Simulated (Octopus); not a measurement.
# SiH2S (SMILES [SiH]S): a chain of runs

Wanted: energy and forces (PZ81 LDA), then the response to a field (PZ81 LDA) of SiH2S. 

The calculation is run with Octopus 16.4.

9 further runs of the same task are left out: 9 set aside as unsound or not needed.

### Step 1. Starting point

SiH2S has 4 atoms, charge 0, and is taken as a singlet. SMILES: `[SiH]S`. Geometry: relaxed at PBE0-D4/def2-TZVP.

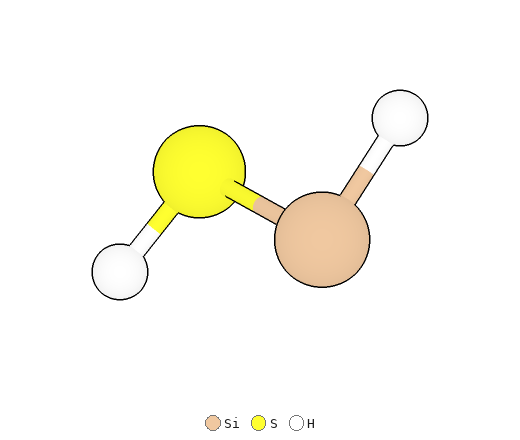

The structure, seen from a chosen angle (silicon light orange, sulfur yellow, hydrogen white).

### Step 2. Energy and forces at PZ81 LDA (scalar, in the pseudopotentials, hgh_lda potentials, box margin 6 angstrom, extra states 0, grid spacing 0.169 angstrom, mix field default) (run 1)

Command:

```bash
OMP_NUM_THREADS=1 octopus > gs.log
```

Output:

```text
Version                : 16.4
[... 155 lines left out ...]
Converged eigenvectors: 0
#  State  Eigenvalue [eV]  Occupation    Error
[... 10 lines left out ...]
Converged eigenvectors: 0
#  State  Eigenvalue [eV]  Occupation    Error
[... 53 lines left out ...]
Converged eigenvectors: 0
#  State  Eigenvalue [eV]  Occupation    Error
[... 10 lines left out ...]
Converged eigenvectors: 0
#  State  Eigenvalue [eV]  Occupation    Error
[... 7 lines left out ...]
Info: SCF converged in   18 iterations
[... 1 line left out ...]
**   Some of the states are not fully converged!
[... 1 line left out ...]
Octopus emitted 2 warnings.
```

It took 26 s on 1 thread of Intel Xeon 6975P-C (Granite Rapids), shared host; peak memory 0.24 GiB.

### Step 3. The polarisability at PZ81 LDA (scalar, in the pseudopotentials, hgh_lda potentials, box margin 6 angstrom, extra states 0, frequencies ev (0) eV, grid spacing 0.169 angstrom) (run 2)

Command:

```bash
OMP_NUM_THREADS=1 octopus > em_resp.log
```

Output:

```text
Version                : 16.4
[... 123 lines left out ...]
** Warning:
[... 11 lines left out ...]
** Warning:
[... 9 lines left out ...]
** Warning:
[... 1 line left out ...]
** Warning:
[... 1 line left out ...]
** Warning:
[... 157 lines left out ...]
Info: SCF for response converged in   14 iterations.
[... 157 lines left out ...]
Info: SCF for response converged in   14 iterations.
[... 157 lines left out ...]
Info: SCF for response converged in   14 iterations.
[... 2 lines left out ...]
Octopus emitted 3 warnings.
[... 3 lines left out ...]
  or contact the octopus developers for details.
```

Wall time 71 s (1 thread of Intel Xeon 6975P-C (Granite Rapids), shared host); peak memory 0.31 GiB.

### Step 4. What came out

```
                                   quantity         value
              run 1, PZ81 LDA: total energy  -15.29311 Eh
             run 1, PZ81 LDA: dipole moment        0.65 D
               run 1, PZ81 LDA: HOMO energy      -5.94 eV
  run 1, PZ81 LDA: largest force on an atom    0.503 eV/Å
run 2, PZ81 LDA: mean static polarisability    58.4 bohr³
```

**Reading.** The largest force (run 1, PZ81 LDA) is 0.50 eV/Å: the shape isn't a stationary point for this species at this level.
